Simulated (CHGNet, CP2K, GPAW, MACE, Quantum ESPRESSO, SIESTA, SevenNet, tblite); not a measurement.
# CP2K on random packing of 71Si3N4-29SiO2 (mol %) (99 atoms): settings against a plane-wave reference, part 2 of 2

Aim: run random packing of 71Si3N4-29SiO2 (mol %) (99 atoms) in CP2K and see how near its forces come to a plane-wave reference, and at what cost.

Program: CP2K 2026.2; the method stands at each step. Banners, paths, timers and routine set-up lines are dropped from the logs unmarked, and long logs keep their key lines alone; longer cuts are marked.

So far. Step 2 (PBE, DZVP-MOLOPT-SR, 600/50 Ry, diagonalisation): Forces lie 3.4 % from the reference's, at 0.35 times its CPU time (on 4 against 2 cores). Step 3 (PBE, SZV-MOLOPT-SR, 600/50 Ry, diagonalisation): Against the first run (3.4 %), the force difference from the reference is 80 %, at 0.56 times the CPU time (on 2 against 4 cores), with 396 basis functions against 1287: the smaller basis costs accuracy.

**4. PBE, DZVP-MOLOPT-SR, 420/50 Ry, diagonalisation**

Method: Kohn-Sham DFT, PBE, GTH-PBE pseudopotentials, Gaussian and plane waves, DZVP-MOLOPT-SR-GTH, diagonalisation.

input.inp

```
&GLOBAL
  PROJECT cell
  RUN_TYPE ENERGY_FORCE
  PRINT_LEVEL LOW
&END GLOBAL
&FORCE_EVAL
  METHOD QS
  STRESS_TENSOR ANALYTICAL
  &DFT
    BASIS_SET_FILE_NAME BASIS_MOLOPT
    POTENTIAL_FILE_NAME GTH_POTENTIALS
    &MGRID
      CUTOFF 420
      REL_CUTOFF 50
    &END MGRID
    &QS
      EPS_DEFAULT 1.0E-12
    &END QS
    &SCF
      SCF_GUESS ATOMIC
      EPS_SCF 5.0E-06
      MAX_SCF 200
      ADDED_MOS 14
      &DIAGONALIZATION
        ALGORITHM STANDARD
      &END DIAGONALIZATION
      &SMEAR ON
        METHOD FERMI_DIRAC
        ELECTRONIC_TEMPERATURE [K] 580
      &END SMEAR
      &MIXING
        METHOD BROYDEN_MIXING
        ALPHA 0.3
        NBROYDEN 12
      &END MIXING
      &PRINT
        &RESTART OFF
        &END RESTART
      &END PRINT
    &END SCF
    &XC
      &XC_FUNCTIONAL PBE
      &END XC_FUNCTIONAL
    &END XC
    &PRINT
      &MULLIKEN ON
      &END MULLIKEN
      &HIRSHFELD ON
        SHAPE_FUNCTION DENSITY
      &END HIRSHFELD
      &MO ON
        EIGENVALUES T
        OCCUPATION_NUMBERS T
        MO_INDEX_RANGE 221 244
        &EACH
          QS_SCF 0
        &END EACH
        ADD_LAST NUMERIC
      &END MO
    &END PRINT
  &END DFT
  &SUBSYS
    &CELL
      A 10.83330 0.00000 0.00000
      B 0.00000 10.83330 0.00000
      C 0.00000 0.00000 10.83330
    &END CELL
    &TOPOLOGY
      COORD_FILE_NAME structure.xyz
      COORD_FILE_FORMAT XYZ
    &END TOPOLOGY
    &KIND Si
      BASIS_SET DZVP-MOLOPT-SR-GTH-q4
      POTENTIAL GTH-PBE-q4
    &END KIND
    &KIND N
      BASIS_SET DZVP-MOLOPT-SR-GTH-q5
      POTENTIAL GTH-PBE-q5
    &END KIND
    &KIND O
      BASIS_SET DZVP-MOLOPT-SR-GTH-q6
      POTENTIAL GTH-PBE-q6
    &END KIND
  &END SUBSYS
  &PRINT
    &FORCES ON
    &END FORCES
    &STRESS_TENSOR ON
    &END STRESS_TENSOR
  &END PRINT
&END FORCE_EVAL
```

structure.xyz

```xyz
99

Si 10.82084 10.55001 2.20707
Si 1.35492 4.02305 4.65821
Si 8.33222 2.17533 9.99069
Si 2.32591 4.15630 0.30994
Si 2.19580 1.23283 10.80416
Si 4.38694 5.08038 1.51341
Si 1.07445 10.26997 6.41830
Si 0.87555 5.98323 6.56942
Si 8.26061 4.62311 0.09902
Si 7.33718 0.82788 2.57508
Si 8.88233 4.49918 5.00748
Si 3.36287 2.49903 3.77584
Si 4.12131 2.32006 1.29740
Si 0.05579 5.55727 8.94235
Si 4.75560 3.69264 7.02258
Si 2.12994 2.82283 7.59252
Si 3.50728 8.70954 1.71567
Si 5.23053 10.04604 7.23849
Si 9.17158 7.17890 4.40027
Si 7.68189 8.94809 1.56476
[... 75 atom lines left out ...]
O 5.61501 8.59254 3.44705
O 6.56021 4.88300 5.45955
O 0.33562 8.65700 10.63808
O 2.58537 1.71004 2.35018
```

Run with:

```sh
OMP_NUM_THREADS=1 mpirun -np 4 cp2k.psmp -i input.inp > output.txt
```

Numbers of over 12 decimals in the logs are rounded to 6 here.

The log of the run:

```text
CP2K| version string:                                       CP2K version 2026.2
 CP2K| Input file name                                                 input.inp
 GLOBAL| Basis set file name                                        BASIS_MOLOPT
 GLOBAL| Potential file name                                      GTH_POTENTIALS
 GLOBAL| Run type                                                   ENERGY_FORCE
 GLOBAL| Total number of message passing processes                             4
 GLOBAL| Number of threads for this process                                    1
 TOTAL NUMBERS AND MAXIMUM NUMBERS
  Total number of            - Atomic kinds:                                   3
                             - Atoms:                                         99
[... lines left out ...]
                        Smear method:                                FERMI_DIRAC
[... lines left out ...]
 Number of electrons:                                                        464
[... lines left out ...]
  Step     Update method      Time    Convergence         Total energy    Change
[... lines left out ...]
  *** SCF run converged in    38 steps ***
[... lines left out ...]
  Fermi energy:                                                 0.193043
  Total energy:                                              -794.762373
  Total energy (extrapolated to T->0):                       -794.752609
[... lines left out ...]
 MO| E(Fermi):            0.193043 a.u.          5.252963 eV
[... lines left out ...]
 !-----------------------------------------------------------------------------!
 !-----------------------------------------------------------------------------!
                           Hirshfeld Charges
  #Atom  Element  Kind  Ref Charge     Population                    Net charge
      1       Si     1       4.000          3.680                         0.320
      2       Si     1       4.000          3.744                         0.256
      3       Si     1       4.000          3.777                         0.223
[...]
98       O      3       6.000          6.196                        -0.196
     99       O      3       6.000          6.239                        -0.239
  Total Charge                                                           -0.000
 !-----------------------------------------------------------------------------!
 ENERGY| Total FORCE_EVAL ( QS ) energy [hartree]           -794.762381
 FORCES| Atomic forces [hartree/bohr]
 FORCES|   Atom     x               y               z               |f|
 FORCES|      1  1.52908566E-02 -2.38780170E-02  2.22580467E-02   3.60470613E-02
 FORCES|      2 -3.13825733E-02  5.56218543E-03 -4.51988433E-02   5.53058699E-02
 FORCES|      3 -8.58639374E-03  1.64248857E-02 -1.99760869E-02   2.72497170E-02
[...]
FORCES|     98 -3.63888022E-02 -5.41434622E-02 -1.28778451E-03   6.52481250E-02
 FORCES|     99  4.07192058E-02  2.99350091E-02 -1.13429631E-02   5.17959584E-02
 FORCES| Sum    -2.48728763E-03 -2.74450863E-03 -1.95880569E-03
 FORCES| Total atomic force                                       4.18996982E-03
 STRESS| Analytical stress tensor [bar]
 STRESS|                        x                   y                   z
 STRESS|      x       -1.78337361831E+05   5.54932223604E+03   4.78522239502E+03
 STRESS|      y        5.54932223604E+03  -1.46124786494E+05  -4.31888229481E+03
 STRESS|      z        4.78522239502E+03  -4.31888229481E+03  -1.45611298156E+05
 STRESS| 1/3 Trace                                            -1.56691148827E+05
```

It took 3 min on 4 MPI ranks of Arm Neoverse V1, shared host; peak memory 3.2 GiB.

Numbers from this run, and their distance from the reference:

* r.m.s. force component: 1.478 eV/Å
* r.m.s. difference of force components: 59.39 meV/Å
* longest difference of force vectors: 241.2 meV/Å
* force difference over r.m.s. force: 3.997 %
* slope of forces against the reference's: 0.9939
* correlation of force components: 0.9992
* pressure: -15.67 GPa
* pressure difference: 0.6636 GPa
* energy less the same-level run's: -0.1743 meV/atom
* r.m.s. force difference from the same-level run: 41.6 meV/Å

Against the first run (3.4 %), the force difference from the reference is 4.0 %, at 0.87 times the CPU time: the grid matters here.

**5. PBE, DZVP-MOLOPT-SR, 210/50 Ry, diagonalisation**

Method: Kohn-Sham DFT, PBE, GTH-PBE pseudopotentials, Gaussian and plane waves, DZVP-MOLOPT-SR-GTH, diagonalisation.

input.inp: that of step 4 with these lines changed.

```diff
@@ -12,3 +12,3 @@
     &MGRID
-      CUTOFF 420
+      CUTOFF 210
       REL_CUTOFF 50
@@ -67,6 +67,5 @@
     &END CELL
-    &TOPOLOGY
-      COORD_FILE_NAME structure.xyz
-      COORD_FILE_FORMAT XYZ
-    &END TOPOLOGY
+    &COORD
+[... 99 atom lines left out: the same atoms as in the first run ...]
+    &END COORD
     &KIND Si
```

Run with:

```sh
OMP_NUM_THREADS=2 cp2k.psmp -i input.inp > output.txt
```

The log of the run:

```text
CP2K| version string:                                       CP2K version 2026.2
 CP2K| Input file name                                                 input.inp
 GLOBAL| Basis set file name                                        BASIS_MOLOPT
 GLOBAL| Potential file name                                      GTH_POTENTIALS
 GLOBAL| Run type                                                   ENERGY_FORCE
 GLOBAL| Total number of message passing processes                             1
 GLOBAL| Number of threads for this process                                    2
 TOTAL NUMBERS AND MAXIMUM NUMBERS
  Total number of            - Atomic kinds:                                   3
                             - Atoms:                                         99
[... lines left out ...]
                        Smear method:                                FERMI_DIRAC
[... lines left out ...]
 Number of electrons:                                                        464
[... lines left out ...]
  Step     Update method      Time    Convergence         Total energy    Change
[... lines left out ...]
  *** SCF run converged in    38 steps ***
[... lines left out ...]
  Fermi energy:                                                 0.193057
  Total energy:                                              -794.770674
  Total energy (extrapolated to T->0):                       -794.760913
[... lines left out ...]
 MO| E(Fermi):            0.193057 a.u.          5.253341 eV
[... lines left out ...]
 !-----------------------------------------------------------------------------!
 !-----------------------------------------------------------------------------!
                           Hirshfeld Charges
  #Atom  Element  Kind  Ref Charge     Population                    Net charge
      1       Si     1       4.000          3.680                         0.320
      2       Si     1       4.000          3.744                         0.256
      3       Si     1       4.000          3.777                         0.223
[...]
98       O      3       6.000          6.196                        -0.196
     99       O      3       6.000          6.240                        -0.240
  Total Charge                                                            0.000
 !-----------------------------------------------------------------------------!
 ENERGY| Total FORCE_EVAL ( QS ) energy [hartree]           -794.770682
 FORCES| Atomic forces [hartree/bohr]
 FORCES|   Atom     x               y               z               |f|
 FORCES|      1  1.52946938E-02 -2.38853640E-02  2.22548979E-02   3.60516124E-02
 FORCES|      2 -3.12805822E-02  5.57409496E-03 -4.51200772E-02   5.51848414E-02
 FORCES|      3 -8.60193396E-03  1.64296943E-02 -1.99896009E-02   2.72674214E-02
[...]
FORCES|     98 -3.39679670E-02 -5.42160337E-02 -7.12014248E-03   6.43731118E-02
 FORCES|     99  4.50294807E-02  2.78096774E-02 -4.55899513E-03   5.31207749E-02
 FORCES| Sum     1.21517342E-02 -1.12614613E-03  5.56148181E-03
 FORCES| Total atomic force                                       1.34112986E-02
 STRESS| Analytical stress tensor [bar]
 STRESS|                        x                   y                   z
 STRESS|      x       -1.77448701253E+05   5.56185327611E+03   4.75832047934E+03
 STRESS|      y        5.56185327611E+03  -1.45116481670E+05  -4.29870944933E+03
 STRESS|      z        4.75832047934E+03  -4.29870944933E+03  -1.44572427199E+05
 STRESS| 1/3 Trace                                            -1.55712536708E+05
```

It took 5.1 min on 2 threads; peak memory 1.1 GiB; 9.7 min of CPU time.

Against the reference:

```yaml
r_m_s_force_component: 1.48 eV/Å
r_m_s_difference_of_force_components: 69.26 meV/Å
longest_difference_of_force_vectors: 389 meV/Å
force_difference_over_r_m_s_force: 4.661 %
slope_of_forces_against_the_reference_s: 0.9947
correlation_of_force_components: 0.9989
pressure: -15.57 GPa
pressure_difference: 0.7614 GPa
energy_less_the_same_level_run_s: -2.456 meV/atom
r_m_s_force_difference_from_the_same_level_run: 55.91 meV/Å
```

This is a coarse setting, run to see what it loses.

Against the first run (3.4 %), the force difference from the reference is 4.7 %, at 0.70 times the CPU time (on 2 against 4 cores): the grid matters here.

The forces add up to 0.69 eV/Å instead of zero, usually a sign of too coarse a grid.

**6. The ladder**

Differences are against the plane-wave reference, forces as r.m.s. over components; share is that over the reference's r.m.s. force, slope the least-squares factor from reference forces to these. Total energies of different programs have different zeros and aren't compared.

| run | Δ force, r.m.s. (meV/Å) | share (%) | slope | Δ pressure (GPa) | cores | CPU time | memory (GiB) |
| --- | --- | --- | --- | --- | --- | --- | --- |
| reference | - | - | - | - | 2 | 39 min | 4.6 |
| CP2K PBE, DZVP-MOLOPT-SR, 600/50 Ry, diagonalisation | 50.4 | 3.39 | 0.994 | 0.657 | 4 | 14 min | 4.6 |
| CP2K PBE, SZV-MOLOPT-SR, 600/50 Ry, diagonalisation (coarse) | 1190 | 80.1 | 0.790 | 25.2 | 2 | 7.9 min | 3.4 |
| CP2K PBE, DZVP-MOLOPT-SR, 420/50 Ry, diagonalisation (coarse) | 59.4 | 4.00 | 0.994 | 0.664 | 4 | 12 min | 3.2 |
| CP2K PBE, DZVP-MOLOPT-SR, 210/50 Ry, diagonalisation (coarse) | 69.3 | 4.66 | 0.995 | 0.761 | 2 | 9.7 min | 1.1 |

Rows marked coarse were listed beforehand as settings not expected to be converged; some can still land near the reference.

CPU time is summed over cores on a shared host, where runs went side by side, so it is rough. Symmetry, cutoffs, thresholds, outputs and thread counts weren't matched or tuned between programs; memory under MPI is the largest rank's times the ranks.

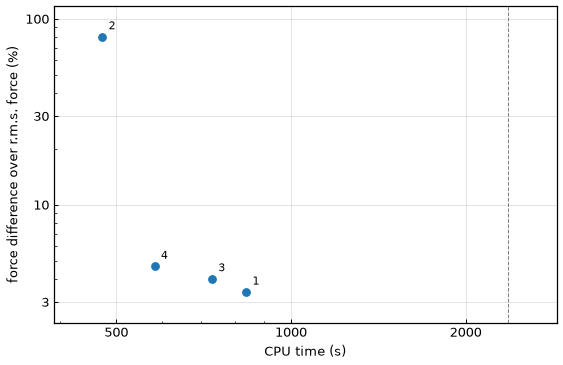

Force difference against CPU time; the dashed line marks the reference's time. Points: 1 CP2K PBE, DZVP-MOLOPT-SR, 600/50 Ry, diagonalisation; 2 CP2K PBE, SZV-MOLOPT-SR, 600/50 Ry, diagonalisation; 3 CP2K PBE, DZVP-MOLOPT-SR, 420/50 Ry, diagonalisation; 4 CP2K PBE, DZVP-MOLOPT-SR, 210/50 Ry, diagonalisation.

Mean charges by element (e), by run and scheme:

| run | scheme | Si | N | O |
| --- | --- | --- | --- | --- |
| CP2K PBE, DZVP-MOLOPT-SR, 600/50 Ry, diagonalisation | Mulliken | +0.41 | -0.27 | -0.40 |
| CP2K PBE, DZVP-MOLOPT-SR, 600/50 Ry, diagonalisation | Hirshfeld | +0.28 | -0.20 | -0.21 |
| CP2K PBE, DZVP-MOLOPT-SR, 420/50 Ry, diagonalisation | Mulliken | +0.41 | -0.27 | -0.40 |
| CP2K PBE, DZVP-MOLOPT-SR, 420/50 Ry, diagonalisation | Hirshfeld | +0.28 | -0.20 | -0.21 |

Within one program, basis, potentials and functional, energies share a zero. Each run against its twin at the usual cutoff or grid and solver:

| run | twin | Δ energy (meV/atom) | Δ force, r.m.s. (meV/Å) | CPU time over the twin's |
| --- | --- | --- | --- | --- |
| CP2K PBE, DZVP-MOLOPT-SR, 420/50 Ry, diagonalisation | DZVP-MOLOPT-SR, 600/50 Ry, diagonalisation | -0.174 | 41.6 | 0.87 |
| CP2K PBE, DZVP-MOLOPT-SR, 210/50 Ry, diagonalisation | DZVP-MOLOPT-SR, 600/50 Ry, diagonalisation | -2.46 | 55.9 | 0.69 (this twin ran on 4 cores) |

**7. What came out**

```yaml
nearest_in_forces: CP2K PBE, DZVP-MOLOPT-SR, 600/50 Ry, diagonalisation, 3.4 %
its_cpu_time: 14 min
```

**Reading.** The PBE run in local orbitals, coarse settings apart, differs by 3.4 % (CP2K PBE, DZVP-MOLOPT-SR, 600/50 Ry, diagonalisation); basis, grid and potentials can all enter. Runs with settings chosen to be coarse differ by 4.0 % (CP2K PBE, DZVP-MOLOPT-SR, 420/50 Ry, diagonalisation) to 80 % (CP2K PBE, SZV-MOLOPT-SR, 600/50 Ry, diagonalisation), their programs' other errors included. Of the electronic-structure runs that take under half the reference's CPU time, CP2K PBE, DZVP-MOLOPT-SR, 600/50 Ry, diagonalisation comes nearest, at 3.4 % in 14 min against 39 min. In pressure, CP2K PBE, SZV-MOLOPT-SR, 600/50 Ry, diagonalisation misses by +25.2 GPa, at the same functional. Charges hang on scheme and program or settings: among these rows the mean for O runs from -0.40 to -0.21 e. The reference's pressure holds the uncorrected Pulay stress of its 60 Ry basis, so small pressure differences, and their order, may be the reference's own error. The reference's stress is far from hydrostatic: its diagonal is -18.5, -15.3, -15.2 GPa, compression counted positive. The reference's pressure of -16 GPa belongs to a cell and atoms that aren't relaxed at this level. The electronic-structure runs sample only Γ, in a cell whose shortest periodic width is 11 Å, which is coarse for a cell with partly filled levels.

[Also dropped from logs without a mark: logging warnings of Python, and SIESTA's first energy breakdown and zero terms.]

[Logs are printed without paths, hosts, clocks, repeated set-up lines and the standing remarks that a program may print on its own settings, such as how far it seeks lower states.]

[Hosts, paths, dates, database ids (printed as entryN), source tags and the programs' standing remarks are cut or masked in the printed files.]
